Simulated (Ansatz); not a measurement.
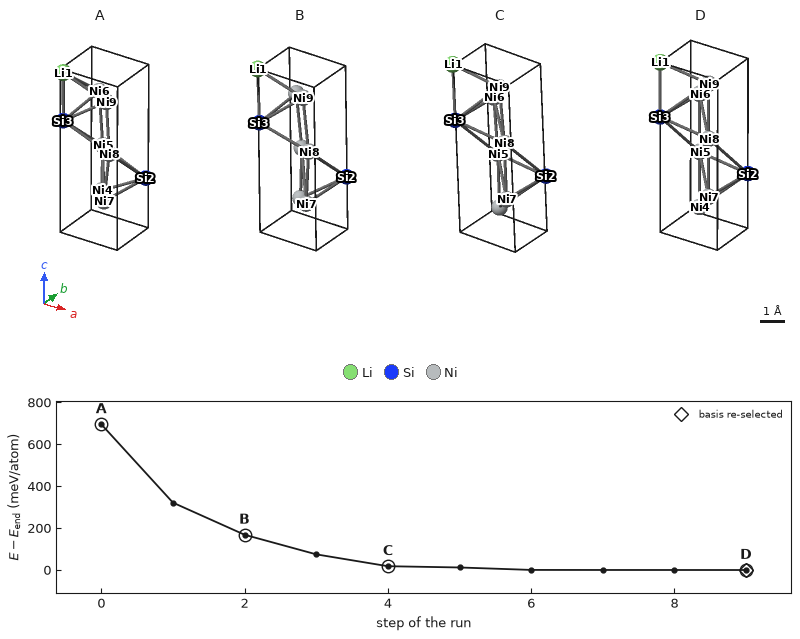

Frames of a relaxation of solid LiSi$_{2}$Ni$_{6}$ (a generated structure, set up in P1) (coarse preliminary run), marked on the history of the run. The picture is a ball-and-stick view of the cell of the calculation, seen slightly off an axis.

All numbers below come from DFT PBE, scalar-relativistic, plane waves, PAW (Ansatz).

The input:
```yaml
crystal:
  lattice:
    - [3.8509857192, -0.0102476876, -0.0069078294]
    - [-1.9343676174, 3.3876357422, 0.0161444631]
    - [-0.0128819339, 0.0273268279, 7.3287730251]
  atoms:
    - { symbol: Li, position: [0.0350639176, 0.0257072769, -0.0226814602] }
    - { symbol: Si, position: [-0.0211268822, -0.0429932974, 0.3078012978] }
    - { symbol: Si, position: [0.0430698194, 0.0128552184, 0.6855281772] }
    - { symbol: Ni, position: [0.3457940305, 0.7028759124, 0.1971083096] }
    - { symbol: Ni, position: [0.372268225, 0.680073134, 0.4784940463] }
    - { symbol: Ni, position: [0.3490105274, 0.6062464488, 0.8189239084] }
    - { symbol: Ni, position: [0.5867828411, 0.3296641121, 0.2089380254] }
    - { symbol: Ni, position: [0.6727693394, 0.3399591397, 0.5078624842] }
    - { symbol: Ni, position: [0.6163681818, 0.3456120551, 0.8180252112] }
basis:
  ecutwfc: 420
kpoints:
  mp_grid: { grid: [6, 6, 4] }
hamiltonian:
  xc: pbe
scf:
  occupations: { method: gaussian, width: 0.2 }
  lower_state_search: "off"
output:
  forces: true
  stress: true
  eigenvalues: true
relax:
  adjacent_minimum: "off"
  f_tol: 0.025
  max_steps: 60
  cell: { stress_tol: 0.25 }
```

Command:
```bash
ansatz run input.yaml --threads 4 --pin off --max-ram 8192MiB --backend cpu --events-out ev --progress --plain --runs-dir out
```

Question: What happens along the run?

Answer: After 8 accepted moves (9 points after the start) the energy has fallen by 696 meV per atom. The largest force component goes from 12 to 0.003 eV/Å. Pressure: 36.86 GPa at the start and −0.07 GPa at the end. At 1 point the geometry stayed and the basis and grid were re-selected for the new cell (energy shift of 0.1 meV per atom at most each time). Ni4 moves most relative to the cell: 0.77 Å along [0 −1 −3]. Largest moves by element: Ni 0.77 Å, Li 0.21 Å, Si 0.18 Å. The drawn cell changes as follows: a 3.851 → 3.862 Å (+0.3 %), b 3.901 → 3.863 Å (−1.0 %), c 7.329 → 7.627 Å (+4.1 %), α 89.5° → 90.0°, β 90.2° → 90.0°, γ 119.9° → 120.0°; the volume changes by +3.3 %. Near-neighbour distances that change, for instance: Ni4–Ni9 3.696 → 2.683 Å, Ni4–Ni9 (another image) 3.520 → 2.683 Å, Ni6–Ni8 3.362 → 2.643 Å, Ni6–Ni9 1.771 → 2.468 Å. The space group (tolerance 0.01 Å) goes from P1 (No. 1) to P-3m1 (No. 164). From step 0 to 2: Ni4 moves most (0.31 Å), volume +2.7 %, energy −528 meV per atom. From step 2 to 4: Ni4 moves most (0.40 Å), volume −1.1 %, energy −150 meV per atom. From step 4 to 9: Ni5 moves most (0.11 Å), volume +1.6 %, energy −18.2 meV per atom.

```csv
step,"E − E(0), meV/atom","largest force component, eV/Å","pressure, GPa","volume, Å³/atom",note
0,0.00,11.9845,36.86,10.607,
1,-374.21,4.1907,14.05,10.991,
2,-527.56,1.5869,7.65,10.894,
3,-621.10,1.0203,4.75,10.810,
4,-677.72,0.5987,3.35,10.778,
5,-683.74,0.6937,1.90,10.828,
6,-695.45,0.0269,-0.07,10.945,
7,-695.70,0.0205,0.25,10.937,
8,-695.76,0.0028,-0.04,10.952,
9,-695.88,0.0030,-0.07,10.952,"same geometry, new basis"
```

Limits of the set-up: an element that often carries a moment was run without spin polarisation.
